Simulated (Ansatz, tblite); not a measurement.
**Br4H6P2Ti: chosen isomers compared**

Aim: relax some chosen isomers of Br4H6P2Ti, and see how the levels of theory order them.

Computed with Ansatz 0.2.0, Gaussian basis. Level: relaxed with PBE-D4/def2-SVP, singlet.

5 further runs of the same task are left out: 4 that didn't finish, 1 set aside as unsound or not needed.

## 1. The system as given

13 atoms, charge 0, spin multiplicity 1.

Atoms are counted from 1 here; the program's logs count them from 0.

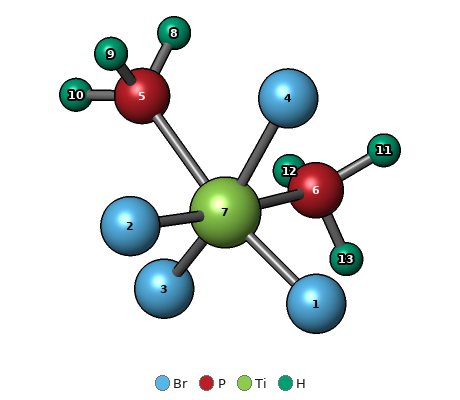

As it starts; bromine blue, phosphorus red, titanium green, hydrogen teal; atoms are numbered from 1 in the order of the file.

No spin-orbit coupling is included.

The isomers as started, chosen beforehand: A: cis-Ti(PH3)2Br4; B: trans-Ti(PH3)2Br4. The structure above is A.

## 2. Relaxing candidate A

in.yaml reads:

```yaml
crystal:
  periodic: [false, false, false]
  atoms:
    - {symbol: Br, position_ang: [-0.833230, -0.483840, -3.210730]}
    - {symbol: Br, position_ang: [-3.210660, 0.713110, -0.681160]}
    - {symbol: Br, position_ang: [0.063420, 2.310150, -1.011330]}
    - {symbol: Br, position_ang: [-1.135310, -2.228780, -0.015700]}
    - {symbol: P, position_ang: [-0.722950, 0.368980, 1.792990]}
    - {symbol: P, position_ang: [1.735500, -0.420080, -0.814070]}
    - {symbol: Ti, position_ang: [-0.928130, 0.063270, -0.890290]}
    - {symbol: H, position_ang: [0.118130, -0.404470, 2.585610]}
    - {symbol: H, position_ang: [-1.880490, -0.082380, 2.414780]}
    - {symbol: H, position_ang: [-0.607610, 1.507140, 2.589880]}
    - {symbol: H, position_ang: [2.437650, -1.625530, -0.802030]}
    - {symbol: H, position_ang: [2.631340, 0.237650, 0.022360]}
    - {symbol: H, position_ang: [2.332330, 0.044790, -1.980320]}
basis:
  gaussian: {orbitals: def2-SVP}
hamiltonian: {xc: pbe, dispersion: d4}
scf: {lower_state_search: "off"}
output: {orbitals: {seedname: orbitals}}
relax: {f_tol: 0.02, max_steps: 100}
```

Command:

```sh
$ ansatz run in.yaml --threads 4 --pin off --events-out ev --progress --plain --max-ram 4787MiB
```

Standard output (excerpt; [...] marks lines left out):

```text
Functional definition: PBE
  name "PBE"
  cite "Perdew, Burke & Ernzerhof, Phys. Rev. Lett. 77, 3865 (1996) doi:10.1103/PhysRevLett.77.3865"
  parent pbe
[...]
2522 factors; their error is unknown
[...]
mean field -321883.17917919 eV, -11828.9886545801 hartree, gradient 1.8e-6 eV, S^2 0.000000; 0 other end points of the search recorded, 0 dependent functions left out
[...]
reference -321883.17925668 eV, -11828.9886574277 hartree; 99, 99 occupied and 126, 126 virtual orbitals, 2522 factors
relax step   1: F+E_penalty+E_count = -321883.84546386 eV  Δ(F+E_penalty+E_count) = +0.000e0 eV  max|allowed force component| = 9.788e-1 eV/Å  Δτ_max = 0.0000 Å  (31 SCF iters, accepted)
[...]
relax step   4: F+E_penalty+E_count = -321884.09787727 eV  Δ(F+E_penalty+E_count) = -2.609e-2 eV  max|allowed force component| = 9.412e-2 eV/Å  Δτ_max = 0.0614 Å  (22 SCF iters, accepted)
[...]
relax step   7: F+E_penalty+E_count = -321884.12824515 eV  Δ(F+E_penalty+E_count) = -7.187e-3 eV  max|allowed force component| = 1.750e-2 eV/Å  Δτ_max = 0.1177 Å  (20 SCF iters, accepted)
[...]
relax step  10: F+E_penalty+E_count = -321884.13500749 eV  Δ(F+E_penalty+E_count) = -1.209e-3 eV  max|allowed force component| = 4.164e-3 eV/Å  Δτ_max = 0.0456 Å  (21 SCF iters, accepted)
[...]
relax step  15: F+E_penalty+E_count = -321884.13601781 eV  Δ(F+E_penalty+E_count) = -6.489e-5 eV  max|allowed force component| = 1.831e-2 eV/Å  Δτ_max = 0.0224 Å  (22 SCF iters, accepted)
Total energy: -321884.13609391 eV, -11829.0238205475 hartree
Atom 0 at    -0.674375    -0.405450    -3.228041 Å, force     0.000272    -0.001060    -0.001622 eV/Å
Atom 1 at    -3.221606     0.634248    -0.508585 Å, force    -0.001447     0.002796     0.000138 eV/Å
Atom 2 at     0.007604     2.331202    -0.885623 Å, force    -0.002591     0.007187     0.000577 eV/Å
Atom 3 at    -1.028263    -2.272964    -0.092452 Å, force     0.005891     0.004128    -0.001919 eV/Å
Atom 4 at    -0.715753     0.447866     1.688751 Å, force     0.010601     0.000921     0.017274 eV/Å
Atom 5 at     1.628678    -0.500001    -0.813709 Å, force     0.014995    -0.015742     0.012128 eV/Å
Atom 6 at    -0.943000     0.054995    -0.904234 Å, force    -0.001326    -0.001407    -0.000875 eV/Å
Atom 7 at     0.551690     0.264928     2.335597 Å, force    -0.017972     0.003739    -0.006393 eV/Å
Atom 8 at    -1.504799    -0.356497     2.570071 Å, force     0.007535     0.007098    -0.007929 eV/Å
Atom 9 at    -1.018771     1.744715     2.211307 Å, force     0.002679    -0.012266    -0.004052 eV/Å
Atom 10 at     2.056232    -1.805130    -1.214453 Å, force     0.000617     0.012187     0.004046 eV/Å
Atom 11 at     2.335446    -0.434253     0.433092 Å, force    -0.007532    -0.001561    -0.018314 eV/Å
Atom 12 at     2.526908     0.296351    -1.591731 Å, force    -0.011720    -0.006019     0.006942 eV/Å
Dipole moment:     0.774501    -0.044533     0.742490 e Å
Checks for a lower state left out: stability, starts, cluster_reference, orbital_swaps, neighbouring_geometries, increment
```

Wall time 55 s (4 threads of Arm Neoverse V2, shared host).

Relaxation path: (the energy doesn't fall at every step)

```csv
step,energy from step 1 (eV),largest force component (eV/Å)
1,0.0000,0.9788
2,-0.2009,0.3426
3,-0.2263,0.1942
4,-0.2524,0.0941
5,-0.2593,0.1127
6,-0.2756,0.0328
7,-0.2828,0.0175
8,-0.2829,0.2084
9,-0.2883,0.0212
10,-0.2895,0.0042
11,-0.2879,0.1296
12,-0.2902,0.0229
13,-0.2900,0.0543
14,-0.2905,0.0209
15,-0.2906,0.0183
```

The force was under the threshold of 0.02 eV/Å already at step 7, but the program went on to step 15.

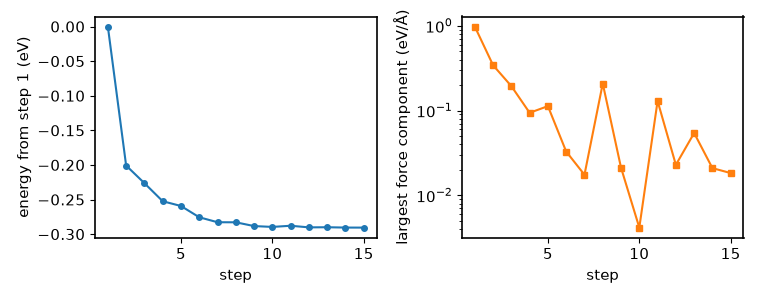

Energy and largest force along the relaxation.

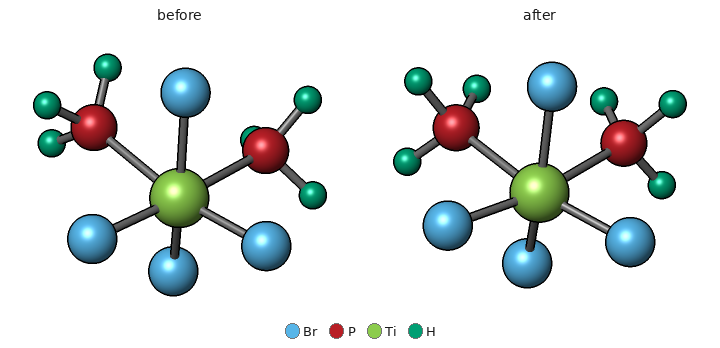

The geometry before (left) and after (right).

Close pairs (by a distance rule), those that changed most:

```csv
bond,before (Å),after (Å),change (Å)
P5–Ti7,2.708,2.632,-0.076
P6–Ti7,2.708,2.632,-0.076
P5–H8,1.391,1.435,+0.044
P6–H12,1.391,1.435,+0.044
P5–H9,1.389,1.430,+0.041
P6–H13,1.390,1.430,+0.040
P5–H10,1.394,1.431,+0.036
P6–H11,1.395,1.431,+0.036
```

## 3. Relaxing candidate B

in.yaml reads:

```yaml
crystal:
  periodic: [false, false, false]
  atoms:
    - {symbol: Br, position_ang: [2.464580, -0.004700, 0.146460]}
    - {symbol: Br, position_ang: [-2.434460, 0.008990, -0.130640]}
    - {symbol: Br, position_ang: [0.027940, 2.458350, -0.097960]}
    - {symbol: Br, position_ang: [0.000560, -2.449550, 0.083110]}
    - {symbol: P, position_ang: [-0.012610, -0.008740, 2.562460]}
    - {symbol: P, position_ang: [0.010240, 0.009500, -2.563610]}
    - {symbol: Ti, position_ang: [0.017140, 0.005360, -0.001470]}
    - {symbol: H, position_ang: [0.398120, 1.076230, 3.331710]}
    - {symbol: H, position_ang: [0.800280, -0.937890, 3.198340]}
    - {symbol: H, position_ang: [-1.148400, -0.282650, 3.318480]}
    - {symbol: H, position_ang: [1.106050, 0.346010, -3.352250]}
    - {symbol: H, position_ang: [-0.874690, 0.883480, -3.181710]}
    - {symbol: H, position_ang: [-0.354750, -1.104390, -3.312920]}
basis:
  gaussian: {orbitals: def2-SVP}
hamiltonian: {xc: pbe, dispersion: d4}
scf: {lower_state_search: "off"}
output: {orbitals: {seedname: orbitals}}
relax: {f_tol: 0.02, max_steps: 100}
```

Launched as before.

Standard output (excerpt; [...] marks lines left out):

```text
Functional definition: PBE
  name "PBE"
  cite "Perdew, Burke & Ernzerhof, Phys. Rev. Lett. 77, 3865 (1996) doi:10.1103/PhysRevLett.77.3865"
  parent pbe
[...]
2522 factors; their error is unknown
[...]
mean field -321882.91562483 eV, -11828.9789691361 hartree, gradient 2.1e-6 eV, S^2 0.000000; 0 other end points of the search recorded, 0 dependent functions left out
[...]
reference -321882.91570000 eV, -11828.9789718986 hartree; 99, 99 occupied and 126, 126 virtual orbitals, 2522 factors
relax step   1: F+E_penalty+E_count = -321883.57948399 eV  Δ(F+E_penalty+E_count) = +0.000e0 eV  max|allowed force component| = 8.909e-1 eV/Å  Δτ_max = 0.0000 Å  (30 SCF iters, accepted)
[...]
relax step   4: F+E_penalty+E_count = -321883.74868219 eV  Δ(F+E_penalty+E_count) = -2.081e-3 eV  max|allowed force component| = 2.049e-2 eV/Å  Δτ_max = 0.0195 Å  (23 SCF iters, accepted)
[...]
Atom 5 at    -0.028048     0.015796    -2.597710 Å, force    -0.001614     0.004129     0.000507 eV/Å
Atom 6 at    -0.023288    -0.029519    -0.000515 Å, force     0.014783     0.009054     0.000274 eV/Å
Atom 7 at     0.520135     1.132111     3.233920 Å, force     0.003809     0.004253     0.002249 eV/Å
Atom 8 at     0.803958    -1.020529     3.238404 Å, force    -0.003159     0.002916    -0.001730 eV/Å
Atom 9 at    -1.206223    -0.184174     3.359561 Å, force    -0.004968    -0.000043     0.002788 eV/Å
Atom 10 at     1.180232     0.439429    -3.232226 Å, force     0.001351     0.002615    -0.000162 eV/Å
Atom 11 at    -0.938738     0.910928    -3.236306 Å, force     0.001049    -0.003507     0.001721 eV/Å
Atom 12 at    -0.279128    -1.165464    -3.364322 Å, force     0.000289    -0.001792    -0.001359 eV/Å
Dipole moment:    -0.011843    -0.002089    -0.001700 e Å
Checks for a lower state left out: stability, starts, cluster_reference, orbital_swaps, neighbouring_geometries, increment
```

Wall time 52 s (4 threads of Arm Neoverse V2, shared host).

Relaxation path:

```csv
step,energy from step 1 (eV),largest force component (eV/Å)
1,0.0000,0.8909
2,-0.1564,0.4196
3,-0.1671,0.0595
4,-0.1692,0.0205
5,-0.1694,0.0087
6,-0.1693,0.1579
7,-0.1709,0.0463
8,-0.1716,0.0924
9,-0.1724,0.0733
10,-0.1741,0.0077
11,-0.1741,0.0217
12,-0.1742,0.0197
13,-0.1744,0.0284
14,-0.1745,0.0148
```

The force was under the threshold of 0.02 eV/Å already at step 5, but the program went on to step 14.

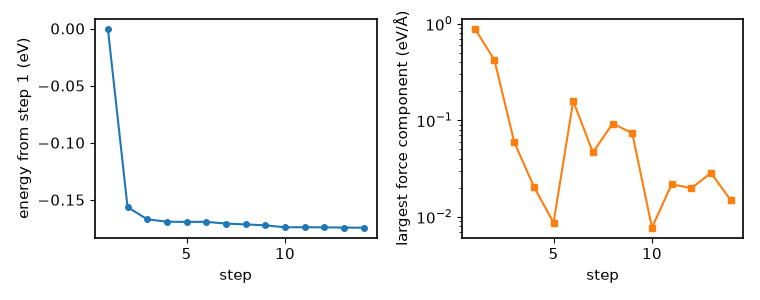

Energy and largest force along the relaxation.

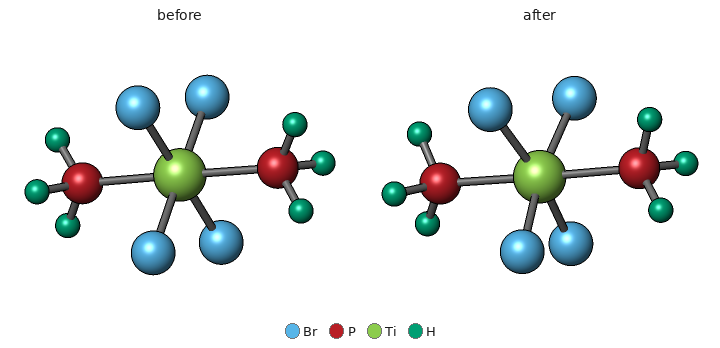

The geometry before (left) and after (right).

Close pairs (by a distance rule), those that changed most:

```csv
bond,before (Å),after (Å),change (Å)
P6–H13,1.391,1.430,+0.039
P5–H9,1.389,1.428,+0.039
P5–H10,1.392,1.431,+0.039
P6–H12,1.389,1.428,+0.039
P6–H11,1.391,1.429,+0.038
P5–H8,1.392,1.428,+0.036
P6–Ti7,2.562,2.598,+0.035
P5–Ti7,2.564,2.598,+0.034
```

## 4. The relaxed candidates

```csv
candidate,point group,"bonds (count, mean Å)",energy above the lowest (kJ/mol)
A,C2v,"Br–Ti 4, 2.43; P–Ti 2, 2.63; H–P 6, 1.43",0.0
B,C1,"Br–Ti 4, 2.44; P–Ti 2, 2.60; H–P 6, 1.43",36.9
```

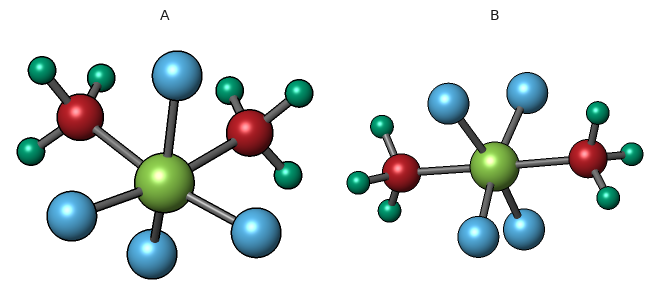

The candidates after relaxation.

## 5. Candidate B, first pass, PBE-D4/def2-SVP

start.molden holds the orbitals of an earlier run on this state, given as this run's starting guess.

in.yaml reads:

```yaml
crystal:
  periodic: [false, false, false]
  atoms:
    - {symbol: Br, position_ang: [2.402811, -0.004071, 0.356501]}
    - {symbol: Br, position_ang: [-2.450806, -0.006971, 0.127746]}
    - {symbol: Br, position_ang: [0.016018, 2.400722, -0.311201]}
    - {symbol: Br, position_ang: [0.007949, -2.454453, -0.171234]}
    - {symbol: P, position_ang: [-0.004871, -0.033809, 2.597384]}
    - {symbol: P, position_ang: [-0.028048, 0.015796, -2.597710]}
    - {symbol: Ti, position_ang: [-0.023288, -0.029519, -0.000515]}
    - {symbol: H, position_ang: [0.520135, 1.132111, 3.233920]}
    - {symbol: H, position_ang: [0.803958, -1.020529, 3.238404]}
    - {symbol: H, position_ang: [-1.206223, -0.184174, 3.359561]}
    - {symbol: H, position_ang: [1.180232, 0.439429, -3.232226]}
    - {symbol: H, position_ang: [-0.938738, 0.910928, -3.236306]}
    - {symbol: H, position_ang: [-0.279128, -1.165464, -3.364322]}
basis:
  gaussian: {orbitals: def2-SVP, initial_orbitals: start.molden}
hamiltonian: {xc: pbe, dispersion: d4}
output: {orbitals: {seedname: orbitals}}
```

Launched as before.

Standard output:

```text
Functional definition: PBE
  name "PBE"
  cite "Perdew, Burke & Ernzerhof, Phys. Rev. Lett. 77, 3865 (1996) doi:10.1103/PhysRevLett.77.3865"
  parent pbe
  parameter kappa = 0.804
  parameter beta = 0.06672455060314922
  exchange = pbe_x(kappa = kappa, mu = beta*pi^2/3)
  correlation = pbe_c(beta = beta)
2522 factors; their error is unknown
mean field evaluation 1: about -321883.3102 eV, gradient 1.0e-1 eV
mean field evaluation 2: about -321883.0914 eV, gradient 7.7e-5 eV
mean field evaluation 4: about -321863.6911 eV, gradient 7.4e1 eV
mean field -321883.09137401 eV, -11828.9854277994 hartree, gradient 7.7e-5 eV, S^2 0.000000; 1 other end points of the search recorded, 0 dependent functions left out
reference -321883.09144966 eV, -11828.9854305795 hartree; 99, 99 occupied and 126, 126 virtual orbitals, 2522 factors
Total energy: -321883.75403571 eV, -11829.0097801676 hartree
```

It took 3.3 s on 4 threads of Arm Neoverse V2, shared host.

From the report: HOMO -5.76 eV, LUMO -4.18 eV.

## 6. Candidate B, GFN1-xTB

Tight binding, by tblite at 300 K electronic temperature and without a spin-polarisation term:

```python
tblite.interface.Calculator('GFN1-xTB', numbers, positions, charge=0, uhf=0).singlepoint()
```

Energy -694.3002 eV, HOMO -10.21 eV, LUMO -9.06 eV; 0.017 s.

## 7. Candidate B, GFN2-xTB

Tight binding, by tblite at 300 K electronic temperature and without a spin-polarisation term:

```python
tblite.interface.Calculator('GFN2-xTB', numbers, positions, charge=0, uhf=0).singlepoint()
```

Energy -715.8395 eV, HOMO -11.06 eV, LUMO -9.82 eV; 0.012 s.

## 8. Candidate B, PBE0-D4/def2-TZVP

Edit in.yaml of step 5 so:

```diff
@@ -17,4 +17,5 @@
 basis:
-  gaussian: {orbitals: def2-SVP, initial_orbitals: start.molden}
-hamiltonian: {xc: pbe, dispersion: d4}
+  gaussian: {orbitals: def2-TZVP, initial_orbitals: start.molden}
+hamiltonian: {xc: pbe0, dispersion: d4}
+scf: {omitted_lower_state_checks: [starts]}
 output: {orbitals: {seedname: orbitals}}
```

Launched as before.

Standard output (excerpt; [...] marks lines left out):

```text
Functional definition: PBE0
  name "PBE0"
  cite "Adamo & Barone, J. Chem. Phys. 110, 6158 (1999) doi:10.1063/1.478522"
  cite "Perdew, Burke & Ernzerhof, Phys. Rev. Lett. 77, 3865 (1996) doi:10.1103/PhysRevLett.77.3865"
  parent pbe
[...]
2946 factors; their error is unknown
the host lacks memory for fits, so the integrals are decomposed
2418 factors; integrals over basis functions are off by at most 8.8e-4 eV
[...]
mean field -321938.05175454 eV, -11831.0051845303 hartree, gradient 4.0e-5 eV, S^2 0.000000; 0 other end points of the search recorded, 0 dependent functions left out
reference -321938.05179507 eV, -11831.0051860198 hartree; 99, 99 occupied and 248, 248 virtual orbitals, 2418 factors
Total energy: -321938.63983591 eV, -11831.0267961222 hartree
Checks for a lower state left out: starts
```

Wall time 22 s (4 threads of Arm Neoverse V2, shared host); peak memory 1.8 GiB.

Report: HOMO -7.19 eV, LUMO -3.63 eV.

## 9. Candidate B, PBE-D4/def2-TZVP

Edit in.yaml of step 8 so:

```diff
@@ -18,4 +18,4 @@
   gaussian: {orbitals: def2-TZVP, initial_orbitals: start.molden}
-hamiltonian: {xc: pbe0, dispersion: d4}
+hamiltonian: {xc: pbe, dispersion: d4}
 scf: {omitted_lower_state_checks: [starts]}
-output: {orbitals: {seedname: orbitals}}
+output: {forces: true, orbitals: {seedname: orbitals}}
```

Launched as before.

Standard output (excerpt; [...] marks lines left out):

```text
Functional definition: PBE
  name "PBE"
  cite "Perdew, Burke & Ernzerhof, Phys. Rev. Lett. 77, 3865 (1996) doi:10.1103/PhysRevLett.77.3865"
  parent pbe
[...]
2721 factors; their error is unknown
[...]
mean field -321926.59938349 eV, -11830.5843176570 hartree, gradient 1.6e-5 eV, S^2 0.000000; 0 other end points of the search recorded, 0 dependent functions left out
[...]
reference -321926.59943810 eV, -11830.5843196638 hartree; 99, 99 occupied and 248, 248 virtual orbitals, 2721 factors
Total energy: -321927.26202415 eV, -11830.6086692519 hartree
Atom 0 at     2.402811    -0.004071     0.356501 Å, force     0.108483    -0.000602     0.029535 eV/Å
Atom 1 at    -2.450806    -0.006971     0.127746 Å, force    -0.148688     0.002349     0.024596 eV/Å
Atom 2 at     0.016018     2.400722    -0.311201 Å, force    -0.001176     0.114229    -0.028174 eV/Å
Atom 3 at     0.007949    -2.454453    -0.171234 Å, force     0.000607    -0.148177    -0.026305 eV/Å
Atom 4 at    -0.004871    -0.033809     2.597384 Å, force     0.020446     0.005248     0.290357 eV/Å
Atom 5 at    -0.028048     0.015796    -2.597710 Å, force     0.013250     0.020683    -0.293503 eV/Å
Atom 6 at    -0.023288    -0.029519    -0.000515 Å, force     0.030117     0.022175     0.000651 eV/Å
Atom 7 at     0.520135     1.132111     3.233920 Å, force    -0.066382    -0.161560    -0.081808 eV/Å
Atom 8 at     0.803958    -1.020529     3.238404 Å, force    -0.117912     0.144462    -0.088124 eV/Å
Atom 9 at    -1.206223    -0.184174     3.359561 Å, force     0.165014     0.019973    -0.092685 eV/Å
Atom 10 at     1.180232     0.439429    -3.232226 Å, force    -0.168725    -0.052691     0.082454 eV/Å
Atom 11 at    -0.938738     0.910928    -3.236306 Å, force     0.131169    -0.131836     0.087702 eV/Å
Atom 12 at    -0.279128    -1.165464    -3.364322 Å, force     0.033798     0.165747     0.095304 eV/Å
Dipole moment:    -0.015931    -0.005920    -0.001937 e Å
Checks for a lower state left out: starts
```

Wall time 11 s (4 threads of Arm Neoverse V2, shared host); peak memory 0.97 GiB.

From the report: HOMO -6.03 eV, LUMO -4.36 eV.

## 10. Candidate B, r2SCAN-D4/def2-TZVP

Edit in.yaml of step 9 so:

```diff
@@ -18,4 +18,4 @@
   gaussian: {orbitals: def2-TZVP, initial_orbitals: start.molden}
-hamiltonian: {xc: pbe, dispersion: d4}
+hamiltonian: {xc: r2scan, dispersion: d4}
 scf: {omitted_lower_state_checks: [starts]}
-output: {forces: true, orbitals: {seedname: orbitals}}
+output: {orbitals: {seedname: orbitals}}
```

Launched as before.

Standard output:

```text
Functional definition: r2SCAN
  name "r2SCAN"
  cite "Furness, Kaplan, Ning, Perdew & Sun, J. Phys. Chem. Lett. 11, 8208 (2020) doi:10.1021/acs.jpclett.0c02405"
  cite "Furness, Kaplan, Ning, Perdew & Sun, J. Phys. Chem. Lett. 11, 9248 (2020) doi:10.1021/acs.jpclett.0c03077"
  parent r2scan
  parameter k0 = 0.174
  parameter k1 = 0.065
  parameter a1 = 4.9479
  exchange = r2scan_x(k0 = k0, k1 = k1, a1 = a1)
  correlation = r2scan_c
these checks for a lower state are left out or cut short: starts
2721 factors; their error is unknown
mean field evaluation 1: about -321979.8267 eV, gradient 1.5e1 eV
mean field evaluation 2: about -321979.9791 eV, gradient 2.5e-1 eV
mean field evaluation 4: about -321979.8720 eV, gradient 7.7e-4 eV
mean field -321979.87198303 eV, -11832.5420495807 hartree, gradient 1.0e-5 eV, S^2 0.000000; 0 other end points of the search recorded, 0 dependent functions left out
reference -321979.87199808 eV, -11832.5420501335 hartree; 99, 99 occupied and 248, 248 virtual orbitals, 2721 factors
Total energy: -321980.03457867 eV, -11832.5480248602 hartree
Checks for a lower state left out: starts
```

Run time: 21 s. Hardware: 4 threads of Arm Neoverse V2, shared host; peak memory 1 GiB.

HOMO -6.32 eV, LUMO -4.41 eV.

## 11. Candidate B, B97M-V/def2-TZVP

Edit in.yaml of step 10 so:

```diff
@@ -18,3 +18,3 @@
   gaussian: {orbitals: def2-TZVP, initial_orbitals: start.molden}
-hamiltonian: {xc: r2scan, dispersion: d4}
+hamiltonian: {xc: {name: B97M-V}}
 scf: {omitted_lower_state_checks: [starts]}
```

The command is unchanged.

Standard output (excerpt; [...] marks lines left out):

```text
Functional definition: B97M-V
  name "B97M-V"
  cite "Mardirossian & Head-Gordon, J. Chem. Phys. 142, 074111 (2015) doi:10.1063/1.4907719"
  cite "Becke, J. Chem. Phys. 107, 8554 (1997) doi:10.1063/1.475007"
  cite "Vydrov & Van Voorhis, J. Chem. Phys. 133, 244103 (2010) doi:10.1063/1.3521275"
  # Of w^i u^j: cxij and so on, Table III.
[...]
  gx(w, u) = cx00 + cx01*u + cx02*u^2 + (cx10 + cx11*u)*w
  gss(w, u) = css00 + css02*u^2 + css10*w + (css32*w^3 + css42*w^4)*u^2
  gos(w, u) = cos00 + cos01*u + cos03*u^3 + cos10*w + cos32*w^3*u^2
[...]
      + integral(e_c_pw_mod_opposite_spin*gos(b97_w_opposite, b97_u_opposite)) + vv10(b, c)
[...]
2721 factors; their error is unknown
[...]
mean field -321922.49325011 eV, -11830.4334200382 hartree, gradient 2.5e-5 eV, S^2 0.000000; 0 other end points of the search recorded, 0 dependent functions left out
reference -321922.49332670 eV, -11830.4334228532 hartree; 99, 99 occupied and 248, 248 virtual orbitals, 2721 factors
Total energy: -321922.49332670 eV, -11830.4334228532 hartree
Checks for a lower state left out: starts
```

It took 47 s on 4 threads of Arm Neoverse V2, shared host; peak memory 1.2 GiB.

HOMO -6.41 eV, LUMO -4.48 eV.

## 12. Candidate B, PBE-D4/def2-SVP

Edit in.yaml of step 11 so:

```diff
@@ -17,4 +17,4 @@
 basis:
-  gaussian: {orbitals: def2-TZVP, initial_orbitals: start.molden}
-hamiltonian: {xc: {name: B97M-V}}
+  gaussian: {orbitals: def2-SVP, initial_orbitals: start.molden}
+hamiltonian: {xc: pbe, dispersion: d4}
 scf: {omitted_lower_state_checks: [starts]}
```

Launched as before.

Standard output:

```text
Functional definition: PBE
  name "PBE"
  cite "Perdew, Burke & Ernzerhof, Phys. Rev. Lett. 77, 3865 (1996) doi:10.1103/PhysRevLett.77.3865"
  parent pbe
  parameter kappa = 0.804
  parameter beta = 0.06672455060314922
  exchange = pbe_x(kappa = kappa, mu = beta*pi^2/3)
  correlation = pbe_c(beta = beta)
these checks for a lower state are left out or cut short: starts
2522 factors; their error is unknown
mean field evaluation 1: about -321882.7443 eV, gradient 1.7e1 eV
mean field evaluation 2: about -321883.3073 eV, gradient 9.8e-1 eV
mean field evaluation 4: about -321883.0914 eV, gradient 1.0e-1 eV
mean field -321883.09137403 eV, -11828.9854277999 hartree, gradient 2.4e-5 eV, S^2 0.000000; 0 other end points of the search recorded, 0 dependent functions left out
reference -321883.09144967 eV, -11828.9854305799 hartree; 99, 99 occupied and 126, 126 virtual orbitals, 2522 factors
Total energy: -321883.75403572 eV, -11829.0097801680 hartree
Checks for a lower state left out: starts
```

It took 4.6 s on 4 threads of Arm Neoverse V2, shared host.

From the report: HOMO -5.76 eV, LUMO -4.18 eV.

(Part 1 of 2 ends here.)
